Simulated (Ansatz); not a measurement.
# CH₅ClGaN: basis-set convergence

Aim: see how fast density functionals converge with the basis set for CH₅ClGaN.

Program: Ansatz 0.2.0, Gaussian basis. Level of theory: one geometry, several basis sets. These are calculated values, not measurements.

Levels to be run: PBE0-D4/def2-SVP; ωB97M-V/def2-SVP; PBE0-D4/def2-QZVPP; ωB97M-V/def2-QZVPP; the functionals' def2-TZVPP values are taken from earlier runs.

### Step 1. The geometry

The geometry comes from an earlier relaxation with PBE0-D4 in a triple-zeta def2 set; it is a stationary point, not always the lowest conformer.

SMILES `[NH2][GaH][CH2]Cl`, 9 atoms, charge 0, spin multiplicity 1.

Atoms are counted from 1 here; the program's logs count them from 0.

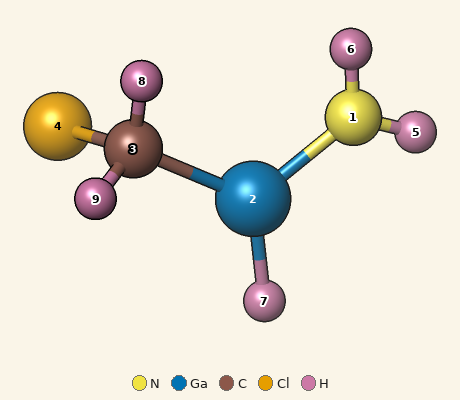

The structure; nitrogen yellow, gallium blue, carbon brown, chlorine amber, hydrogen pink; atoms are numbered from 1 in the order of the file.

### Step 2. PBE0-D4 in def2-SVP

The input, in.yaml:

```yaml
crystal:
  periodic: [false, false, false]
  atoms:
    - {symbol: N, position_ang: [0.175460, 1.608053, -0.825528]}
    - {symbol: Ga, position_ang: [0.753599, -0.012271, -0.254536]}
    - {symbol: C, position_ang: [-0.464846, -1.016531, 0.938706]}
    - {symbol: Cl, position_ang: [-1.178056, -2.289340, -0.116663]}
    - {symbol: H, position_ang: [0.660848, 2.166126, -1.506880]}
    - {symbol: H, position_ang: [-0.719880, 2.001812, -0.591198]}
    - {symbol: H, position_ang: [2.128453, -0.546259, -0.754309]}
    - {symbol: H, position_ang: [-1.292985, -0.427647, 1.329834]}
    - {symbol: H, position_ang: [0.026008, -1.530243, 1.763374]}
basis:
  gaussian: {orbitals: def2-SVP}
hamiltonian: {xc: pbe0, dispersion: d4}
output: {orbitals: {seedname: orbitals}}
```

The run is started by

```bash
ansatz run in.yaml --threads 4 --pin off --events-out ev --progress --plain --max-ram 10444MiB
```

The program printed:

```text
Functional definition: PBE0
  name "PBE0"
  cite "Adamo & Barone, J. Chem. Phys. 110, 6158 (1999) doi:10.1063/1.478522"
  cite "Perdew, Burke & Ernzerhof, Phys. Rev. Lett. 77, 3865 (1996) doi:10.1103/PhysRevLett.77.3865"
  parent pbe
  parameter a = 0.25
  parameter kappa = 0.804
  parameter beta = 0.06672455060314922
  exchange = (1 - a)*pbe_x(kappa = kappa, mu = beta*pi^2/3) + a*exact_x
  correlation = pbe_c(beta = beta)
1028 factors; integrals over basis functions are off by at most 1.0e-3 eV
mean field evaluation 1: about -67474.5101 eV, gradient 6.4e1 eV
mean field evaluation 2: about -67454.7073 eV, gradient 1.0e2 eV
mean field evaluation 4: about -67482.6012 eV, gradient 8.0e0 eV
mean field evaluation 8: about -67482.8730 eV, gradient 1.9e-1 eV
mean field evaluation 16: about -67482.8731 eV, gradient 3.9e-5 eV
mean field -67482.87305114 eV, -2479.9498430950 hartree, gradient 3.9e-5 eV, S^2 0.000000; 0 other end points of the search recorded, 0 dependent functions left out
reference -67482.87308029 eV, -2479.9498441666 hartree; 33, 33 occupied and 70, 70 virtual orbitals, 1028 factors
Total energy: -67483.03308499 eV, -2479.9557242308 hartree
```

Run time: 0.45 s. Hardware: 4 threads of AMD EPYC 9R45, shared host; peak memory 0.25 GiB.

### Step 3. ωB97M-V in def2-SVP

Changes to in.yaml since step 2:

```diff
@@ -14,3 +14,3 @@
   gaussian: {orbitals: def2-SVP}
-hamiltonian: {xc: pbe0, dispersion: d4}
+hamiltonian: {xc: {name: wB97M-V}}
 output: {orbitals: {seedname: orbitals}}
```

Launched as before.

The program printed, shortened:

```text
Functional definition: wB97M-V
  name "wB97M-V"
  cite "Mardirossian & Head-Gordon, J. Chem. Phys. 144, 214110 (2016) doi:10.1063/1.4952647"
  cite "Becke, J. Chem. Phys. 107, 8554 (1997) doi:10.1063/1.475007"
  cite "Vydrov & Van Voorhis, J. Chem. Phys. 133, 244103 (2010) doi:10.1063/1.3521275"
  # Of w^i u^j: cxij and so on, Table III.
[...]
  gx(w, u) = 1 - cx + cx01*u + cx10*w
  gss(w, u) = css00 + css04*u^4 + css10*w + css20*w^2 + css43*w^4*u^3
  gos(w, u) = cos00 + cos10*w + (cos20 + cos21*u)*w^2 + (cos60 + cos61*u)*w^6
[...]
      + integral(e_c_pw_mod_opposite_spin*gos(b97_w_opposite, b97_u_opposite)) + vv10(b, c)
1028 factors; integrals over basis functions are off by at most 1.0e-3 eV
271 factors; integrals over basis functions are off by at most 7.7e-6 eV
[...]
mean field -67492.18058281 eV, -2480.2918885752 hartree, gradient 1.7e-5 eV, S^2 0.000000; 0 other end points of the search recorded, 0 dependent functions left out
reference -67492.18062708 eV, -2480.2918902021 hartree; 33, 33 occupied and 70, 70 virtual orbitals, 1028 factors
Total energy: -67492.18062708 eV, -2480.2918902021 hartree
```

Wall time 1.4 s (4 threads of AMD EPYC 9R45, shared host); peak memory 0.36 GiB.

### Step 4. PBE0-D4 in def2-QZVPP

Changes to in.yaml since step 3:

```diff
@@ -13,4 +13,4 @@
 basis:
-  gaussian: {orbitals: def2-SVP}
-hamiltonian: {xc: {name: wB97M-V}}
+  gaussian: {orbitals: "def2-QZVPP.json"}
+hamiltonian: {xc: pbe0, dispersion: d4}
 output: {orbitals: {seedname: orbitals}}
```

Same command.

The program printed:

```text
Functional definition: PBE0
  name "PBE0"
  cite "Adamo & Barone, J. Chem. Phys. 110, 6158 (1999) doi:10.1063/1.478522"
  cite "Perdew, Burke & Ernzerhof, Phys. Rev. Lett. 77, 3865 (1996) doi:10.1103/PhysRevLett.77.3865"
  parent pbe
  parameter a = 0.25
  parameter kappa = 0.804
  parameter beta = 0.06672455060314922
  exchange = (1 - a)*pbe_x(kappa = kappa, mu = beta*pi^2/3) + a*exact_x
  correlation = pbe_c(beta = beta)
1610 factors; their error is unknown
mean field evaluation 1: about -67486.8272 eV, gradient 7.9e1 eV
mean field evaluation 2: about -67460.0749 eV, gradient 1.2e2 eV
mean field evaluation 4: about -67498.3300 eV, gradient 1.1e1 eV
mean field evaluation 8: about -67498.6015 eV, gradient 1.7e-1 eV
mean field evaluation 16: about -67498.7659 eV, gradient 5.7e-5 eV
mean field -67498.76585596 eV, -2480.5338928996 hartree, gradient 1.7e-5 eV, S^2 0.000000; 0 other end points of the search recorded, 0 dependent functions left out
reference -67498.76589484 eV, -2480.5338943284 hartree; 33, 33 occupied and 390, 390 virtual orbitals, 1610 factors
Total energy: -67498.92589953 eV, -2480.5397743927 hartree
```

Run time: 2.6 s. Hardware: 4 threads of AMD EPYC 9R45, shared host; peak memory 1.6 GiB.

### Step 5. ωB97M-V in def2-QZVPP

Changes to in.yaml since step 4:

```diff
@@ -14,3 +14,3 @@
   gaussian: {orbitals: "def2-QZVPP.json"}
-hamiltonian: {xc: pbe0, dispersion: d4}
+hamiltonian: {xc: {name: wB97M-V}}
 output: {orbitals: {seedname: orbitals}}
```

Launched as before.

The program printed, shortened:

```text
Functional definition: wB97M-V
  name "wB97M-V"
  cite "Mardirossian & Head-Gordon, J. Chem. Phys. 144, 214110 (2016) doi:10.1063/1.4952647"
  cite "Becke, J. Chem. Phys. 107, 8554 (1997) doi:10.1063/1.475007"
  cite "Vydrov & Van Voorhis, J. Chem. Phys. 133, 244103 (2010) doi:10.1063/1.3521275"
  # Of w^i u^j: cxij and so on, Table III.
[...]
  gx(w, u) = 1 - cx + cx01*u + cx10*w
  gss(w, u) = css00 + css04*u^4 + css10*w + css20*w^2 + css43*w^4*u^3
  gos(w, u) = cos00 + cos10*w + (cos20 + cos21*u)*w^2 + (cos60 + cos61*u)*w^6
[...]
      + integral(e_c_pw_mod_opposite_spin*gos(b97_w_opposite, b97_u_opposite)) + vv10(b, c)
1589 factors; their error is unknown
328 factors; integrals over basis functions are off by at most 4.9e-5 eV
[...]
mean field -67508.07342978 eV, -2480.8759399286 hartree, gradient 3.5e-5 eV, S^2 0.000000; 0 other end points of the search recorded, 0 dependent functions left out
reference -67508.07349168 eV, -2480.8759422034 hartree; 33, 33 occupied and 390, 390 virtual orbitals, 1589 factors
Total energy: -67508.07349168 eV, -2480.8759422034 hartree
```

Run time: 5.5 s. Hardware: 4 threads of AMD EPYC 9R45, shared host; peak memory 1.9 GiB.

### Step 6. Density functionals: the series

The def2-TZVPP values come from earlier runs at the same geometry.

```csv
functional,basis,functions,energy (eV),from the largest (eV),HOMO (eV),LUMO (eV)
PBE0-D4,def2-SVP,103,-67483.0331,15.893,-7.25,-0.48
PBE0-D4,def2-TZVPP,222,-67497.1972,1.729,-7.42,-0.70
PBE0-D4,def2-QZVPP,423,-67498.9259,0.000,-7.46,-0.82
ωB97M-V,def2-SVP,103,-67492.1806,15.893,-9.51,1.31
ωB97M-V,def2-TZVPP,222,-67506.4007,1.673,-9.71,1.03
ωB97M-V,def2-QZVPP,423,-67508.0735,0.000,-9.76,0.71
```

### Step 7. What came out

```
                                       quantity           value
PBE0-D4: double and triple zeta above quadruple  15.89, 1.73 eV
ωB97M-V: double and triple zeta above quadruple  15.89, 1.67 eV
```

**Reading.** For PBE0-D4 the step from double to triple zeta gains 14.16 eV and the next only 1.73 eV. These are total energies; as a rule much of such shifts cancels in differences, which this series doesn't test. The LUMO of ωB97M-V is positive and keeps falling with the basis (1.31 to 0.71 eV): an unbound level that the basis holds in place.

For PBE0-D4 the largest set took about 6 times as long as the smallest (2.6 s against 0.45 s).
